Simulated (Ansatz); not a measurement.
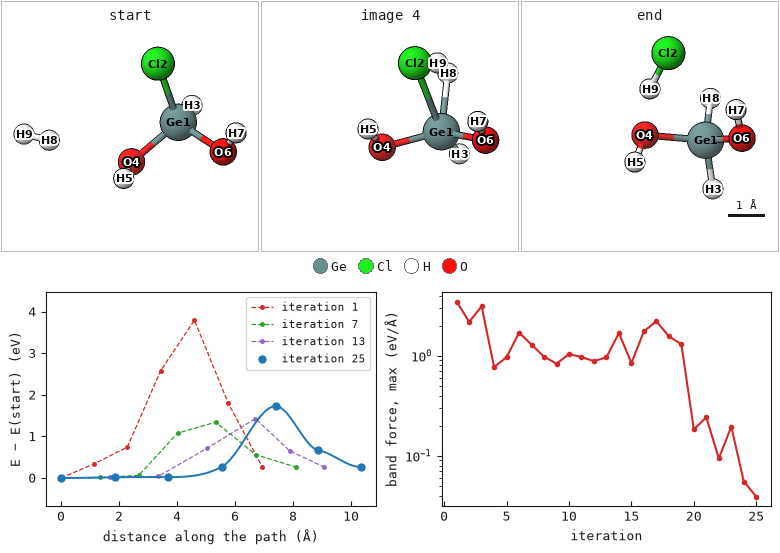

A nudged-elastic-band calculation for GeH5O2Cl, made up at the start of GeH3O2Cl and H₂. Images are numbered from 0 (start) to 6 (end). The plot follows the band through its iterations. Style: ball-and-stick. Shown at a tilt.

Computed with RKS r2SCAN-D4/def2-SVP (Ansatz 0.2.0). Settings: 5 movable images; climbing image; force threshold 0.05 eV/Å; iteration limit 60; starting path through a guess of the saddle point.

### Judge this run.

The result is final at these settings. The band converged in 25 iterations. The largest component of the band force went from 3.5 to 0.039 eV/Å. The climbing image converged on the top of the path. Its vibrational analysis gives one imaginary mode (663i cm⁻¹), as a transition state must have. The first iteration put the highest image at 3.79 eV. Forward barrier 1.73 eV, backward barrier 1.46 eV, with image 4 at the top; the reaction energy is +0.26 eV.

Limits of the set-up: the start holds two separate molecules, 2.5 Å apart at their closest, whose relative position is a soft coordinate.

Cost: 4.5 min on 4 threads of Arm Neoverse V1, on a shared host, peak memory 0.18 GiB.
